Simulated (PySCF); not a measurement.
## C₃H₈NSi: EPR calculation

The run: EPR calculation of C₃H₈NSi, multiplicity 2, SMILES C=N[Si](C)C. Method and program: UKS B3LYP, pcH-1 on C H N Si, non-relativistic, mean-field spin-orbit, GIAO (PySCF 2.14.0).

It belongs to a series of runs on one base structure; here: X = H replaced by N=CH2.

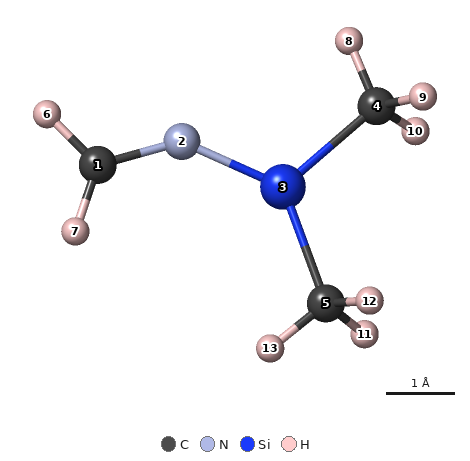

Figure 1. The structure as given in the input (ball-and-stick view, seen at a tilt; atoms are numbered from 1 in the order of the input). Bond lengths as drawn: C–H 1.08 to 1.09 Å, C–N 1.31 Å, C–Si 1.89 to 1.90 Å and N–Si 1.65 Å.

Input:
```
{"job": {"kind": "epr", "basis": "pcH-1"}, "charge": 0, "multiplicity": 2}
C      2.516032    -0.857767    -0.433523
N      1.229251    -0.997431    -0.263938
Si    -0.123529    -0.058020    -0.231312
C     -1.703578    -1.050279     0.056413
C     -0.443410     1.806409    -0.443332
H      3.123450    -1.746741    -0.377145
H      3.014049     0.083708    -0.628384
H     -1.475190    -2.103750     0.169919
H     -2.220935    -0.719482     0.952560
H     -2.393390    -0.943096    -0.776036
H     -1.111700     2.005617    -1.279909
H     -0.900102     2.239663     0.445407
H      0.484664     2.341654    -0.629419
```

The first line tells a small driver script what to run in PySCF; the rest is the geometry in Å.

Machine: 1 CPU thread, shared host.

Run as:
```bash
OMP_NUM_THREADS=1 python <driver script> task.json out
```

Log:
```
UKS, coarse grid
  cycle   1  E = -463.25562741  |g| = 4.59e-01
  cycle   2  E = -463.06667467  |g| = 7.70e-01
  cycle   3  E = -463.35109377  |g| = 1.55e-01
  cycle   4  E = -463.36267115  |g| = 3.87e-02
  cycle   5  E = -463.36357807  |g| = 8.18e-03
  cycle   6  E = -463.36364144  |g| = 6.27e-03
  cycle   7  E = -463.36367004  |g| = 2.57e-03
  cycle   8  E = -463.36367586  |g| = 6.10e-04
UKS, final grid
  cycle   1  E = -463.36368761  |g| = 6.87e-04
  cycle   2  E = -463.36368721  |g| = 1.13e-03
  cycle   3  E = -463.36368787  |g| = 1.96e-04
  cycle   4  E = -463.36368789  |g| = 4.46e-05
  cycle   5  E = -463.36368789  |g| = 3.90e-05
  cycle   6  E = -463.36368789  |g| = 7.04e-06
E = -463.36368789 Eh   <S^2> = 0.7681 (exact 0.7500)
g shifts (ppm)      1          2          3
  rmc          -127       -127       -127
  gc             -7         16         24
  oz_so         -71         51       2398
  total        -205        -59       2296
hyperfine (MHz)  atom isotope    a_iso     a_fc   dipolar eigenvalues
    0   13C      50.56      50.66    -46.12    -43.60     89.72
    1   14N      -9.81      -9.80     -9.21      2.95      6.25
    2  29Si    -127.37    -128.29   -141.55     69.62     71.93
    3   13C     -13.30     -13.33     -2.10     -0.18      2.27
    4   13C      -7.68      -7.70     -1.29     -0.30      1.60
    5    1H     -38.96     -38.95    -21.60     -0.06     21.66
    6    1H     -36.20     -36.21    -19.34     -0.86     20.20
    7    1H       1.15       1.14     -2.14     -1.06      3.19
    8    1H      36.46      36.46     -2.10     -1.62      3.72
    9    1H      37.06      37.06     -2.08     -1.56      3.65
   10    1H      33.08      33.08     -2.09     -1.58      3.67
   11    1H      32.96      32.96     -2.14     -1.66      3.80
   12    1H       1.06       1.06     -1.90     -1.41      3.31
```

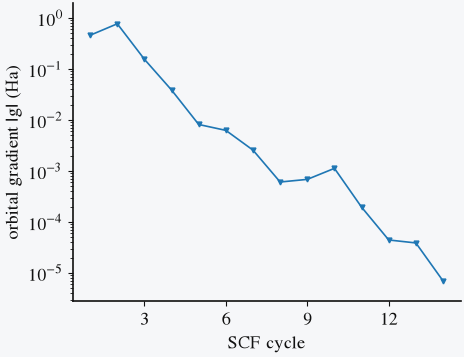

Figure 2. Convergence of the self-consistent field: orbital gradient |g| against the SCF cycle. All cycles printed in the log are drawn one after another.

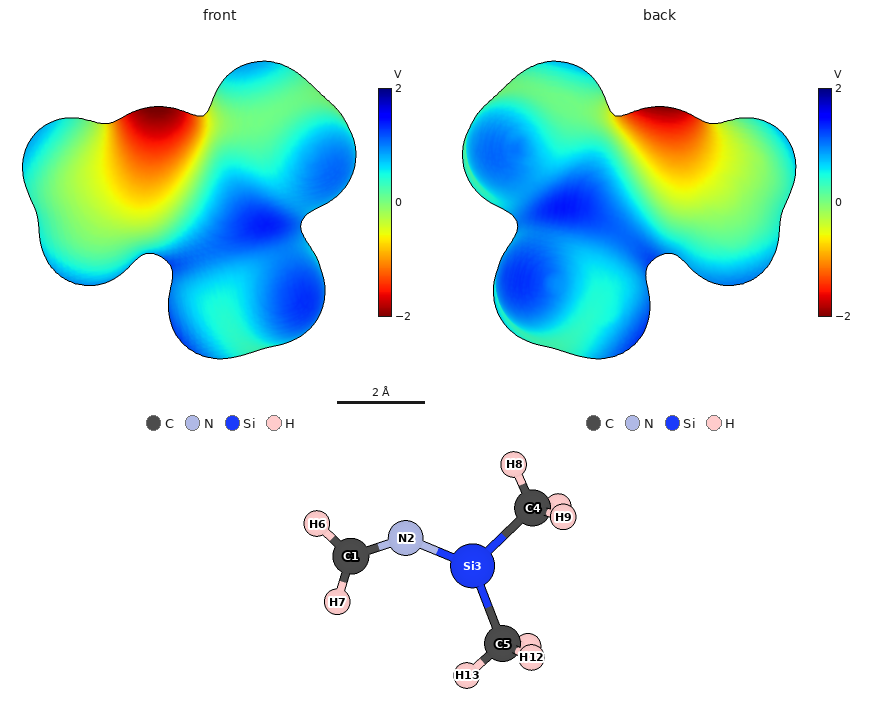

Figure 3. The electrostatic potential painted on the density surface at 0.004 e/bohr³, seen face on and from behind; red is negative and blue positive. The bare structure is drawn below in the same view.

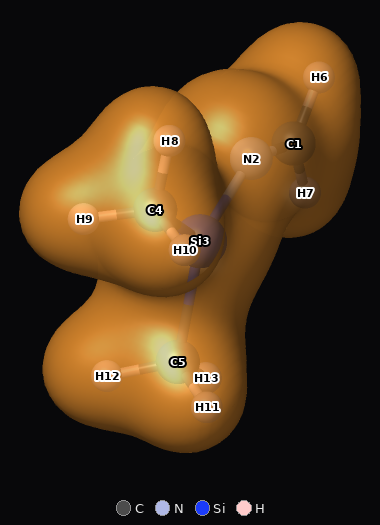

Figure 4. Isosurface of the total electron density at 0.1 e/Å³ (orange), seen at an oblique angle. At this value the surface is in one piece. On the grid the lowest density along these lines, outside the cores, is 1.9 e/Å³ (C–N, 1.31 Å), 0.94 e/Å³ (Si–N, 1.65 Å), 0.69 e/Å³ (C–Si, 1.89 Å) and 1.4 e/Å³ (C–H, 1.08 Å).

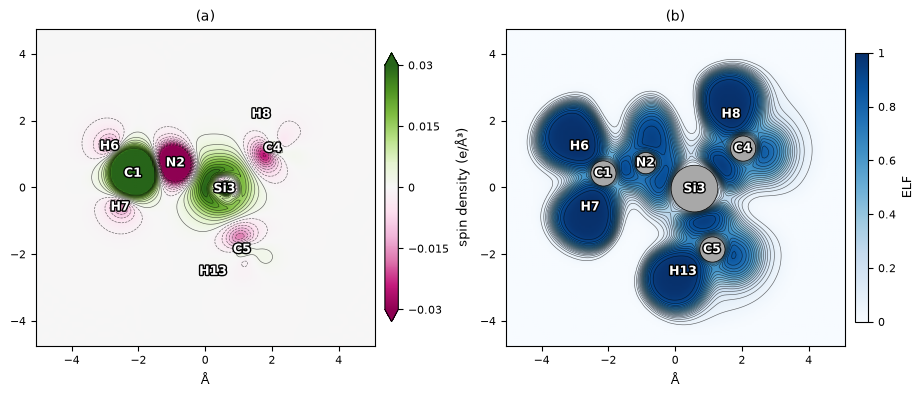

Figure 5. (a) spin density (α minus β); (b) ELF on the plane of atoms C1, N2 and Si3. Grey discs, where drawn, cover atomic cores. Atoms in the plane: C, N, Si and H. C–N (1.31 Å): the ELF peaks at about 0.90 between the atoms (a double or triple bond). C–H (1.08 Å): the ELF climbs to about 1 towards the hydrogen, as it does in any bond to H; a covalent bond by its length. The unpaired spin (1 electron) lies mostly on Si3 (about 0.5) and C1 (about 0.4), in electrons by Hirshfeld's partition.

Summary:

- outcome: converged
- total energy: −463.363688 hartree
- ⟨S²⟩: 0.768
- isotropic g: 2.0030
- wall time: 37 s
- peak memory: 0.79 GiB
